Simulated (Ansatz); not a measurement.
# CH5FOSSi: rigid torsion scan from a Python script

Aim: a rigid torsion scan, for CH5FOSSi, run from a script. SMILES: O[SiH](S)CF.

All numbers are computed with Ansatz 0.2.0, driven from Python. Level of theory: r2SCAN/cc-pVDZ.

## Step 1: The structure

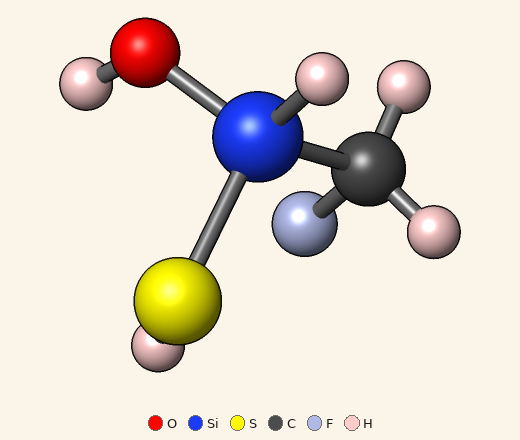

The structure that the script starts from, seen from a chosen angle (oxygen red, silicon blue, sulfur yellow, carbon dark grey, fluorine light blue, hydrogen pink).

No structure file is read: the coordinates are typed or built in the script.

## Step 2: The code

run_torsion.py reads:

```python
"""Rigid torsion scan of CH5FOSSi."""

import ansatz as az
from ase import Atoms

atoms = Atoms(["O", "Si", "S", "C", "F", "H", "H", "H", "H", "H"], positions=[
    [-0.4903, 1.2583, 1.3246],
    [0.5118, 0.3257, 0.4747],
    [0.4478, -1.5617, 1.4734],
    [0.142, 0.0878, -1.3034],
    [-1.1879, -0.456, -1.3936],
    [-1.4241, 0.9486, 1.4561],
    [1.9057, 0.8975, 0.6061],
    [-0.6393, -1.9727, 0.958],
    [0.0679, 1.036, -1.8129],
    [0.7495, -0.6148, -1.78],
])

# relax first, so that the scan starts from a minimum
first = az.Crystal.molecule_from_ase(atoms).calculation()
first = first.basis(gaussian="cc-pVDZ")
first = first.functional("r2scan").relax(force_tolerance=0.02, max_steps=80)
atoms.positions = first.run(threads=1).report["positions_ang"]

start = atoms.get_dihedral(0, 1, 3, 4)
energies = {}
for turn in range(0, 360, 40):
    turned = atoms.copy()
    turned.set_dihedral(0, 1, 3, 4, start + turn, indices=[3, 4, 8, 9])
    model = (
        az.Crystal.molecule_from_ase(turned).calculation()
        .basis(gaussian="cc-pVDZ")
        .functional("r2scan")
    )
    energies[round((start + turn) % 360)] = model.run(threads=1).report["free_energy_ev"]
floor = min(energies.values())
print("dihedral O0-Si1-C3-F4 (deg)   E - E(min) (eV)")
for angle, e in sorted(energies.items()):
    print(f"{angle:8d} {(e - floor):14.3f}  " + "#" * int(30 * (e - floor) / max(max(energies.values()) - floor, 1e-9)))
```

## Step 3: Launch

The run is started by

```
$ python run_torsion.py
```

The log of the run:

```text
dihedral O0-Si1-C3-F4 (deg)   E - E(min) (eV)
       2          0.228  ###########################
      42          0.144  #################
      82          0.171  ####################
     122          0.245  ##############################
     162          0.159  ###################
     202          0.131  ################
     242          0.106  ############
     282          0.000
     322          0.129  ###############
```

Run time: 2 min. Hardware: 1 thread of Intel Xeon at 2.60GHz (Ice Lake), shared host; peak memory 0.28 GiB.

## Step 4: Path of the relaxation of run 0

Relaxation path:

| step | E - E(step 1) (eV) | largest force component (eV/Å) |
| --- | --- | --- |
| 1 | 0.0000 | 2.7277 |
| 2 | -0.4336 | 1.2609 |
| 3 | -0.4932 | 0.3935 |
| 4 | -0.5153 | 0.3945 |
| 5 | -0.5248 | 0.1567 |
| 6 | -0.5164 | 0.3301 |
| 7 | -0.5292 | 0.0260 |
| 8 | -0.5310 | 0.0609 |
| 9 | -0.5323 | 0.0730 |
| 10 | -0.5332 | 0.0691 |
| 11 | -0.5331 | 0.0731 |
| 12 | -0.5336 | 0.0260 |
| 13 | -0.5338 | 0.0108 |

Step 1 is the start. Steps 6, 11 were tried and not accepted.

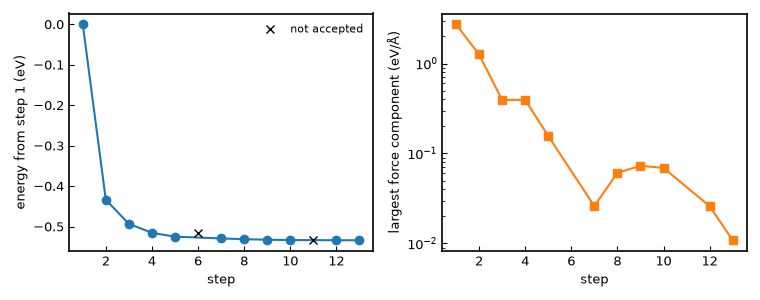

Energy and largest force along the relaxation.

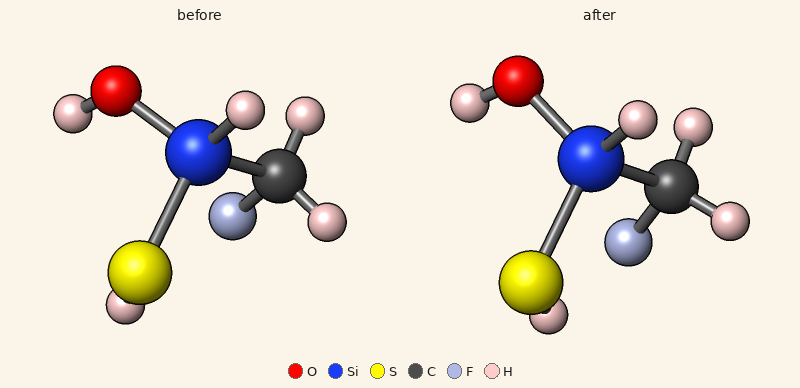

Before and after, at one scale.

Before: Bond lengths: O1–Si2 1.611 Å, Si2–S3 2.136 Å, Si2–C4 1.832 Å, C4–F5 1.440 Å, O1–H6 0.993 Å, Si2–H7 1.512 Å, S3–H8 1.271 Å, C4–H9 1.079 Å, C4–H10 1.044 Å. Angles: O1–Si2–S3 104.2°, O1–Si2–C4 117.5°, O1–Si2–H7 108.0°, S3–Si2–C4 109.5°, S3–Si2–H7 108.7°, C4–Si2–H7 108.6°, Si2–O1–H6 118.3°, Si2–S3–H8 97.0°, Si2–C4–F5 107.2°, Si2–C4–H9 111.0°, Si2–C4–H10 114.4°, F5–C4–H9 103.8°, F5–C4–H10 104.8°, H9–C4–H10 114.6°.

After: Bond lengths: O1–Si2 1.683 Å, Si2–S3 2.156 Å, Si2–C4 1.905 Å, C4–F5 1.413 Å, O1–H6 0.968 Å, Si2–H7 1.489 Å, S3–H8 1.360 Å, C4–H9 1.105 Å, C4–H10 1.105 Å. Angles: O1–Si2–S3 113.6°, O1–Si2–C4 112.1°, O1–Si2–H7 104.6°, S3–Si2–C4 104.9°, S3–Si2–H7 111.0°, C4–Si2–H7 110.8°, Si2–O1–H6 114.3°, Si2–S3–H8 90.4°, Si2–C4–F5 108.5°, Si2–C4–H9 111.9°, Si2–C4–H10 111.8°, F5–C4–H9 107.9°, F5–C4–H10 108.2°, H9–C4–H10 108.5°.

Run 0 is this relaxation; the runs after it count from 1.

## Step 5: The runs side by side

The 9 runs, in the order started:

```csv
run,turn (°),energy from run 1 (eV),SCF cycles,CPU time (s)
1,0,0.0000,18,5
2,40,0.1290,18,4.7
3,80,0.2283,18,4.7
4,120,0.1439,18,4.9
5,160,0.1709,18,4.7
6,200,0.2448,18,4.6
7,240,0.1589,18,4.8
8,280,0.1309,18,4.6
9,320,0.1059,18,4.6
```

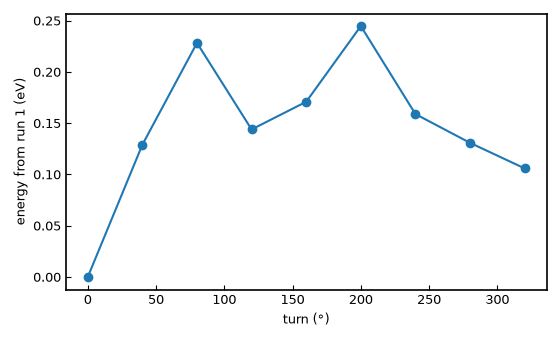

Energy against turn; lines join the points.

## Step 6: What came out

| quantity | value |
| --- | --- |
| runs compared | 9 |
| range of energy | 0.245 eV |
| lowest point, turn (°) | 0 |

In words: The lowest point is at 282° and the highest at 122°, 0.245 eV (23.6 kJ/mol) above it, with the rest of the molecule held. Run 0: The relaxation took 10 moves; the largest shift is 0.422 Å, of atom 8 (H). The scan is rigid and the energies are electronic, in a modest basis. With rigid groups the curve can differ much from the relaxed path, the start wasn't checked as a minimum of this torsion, and equivalent turns needn't return to the same energy.
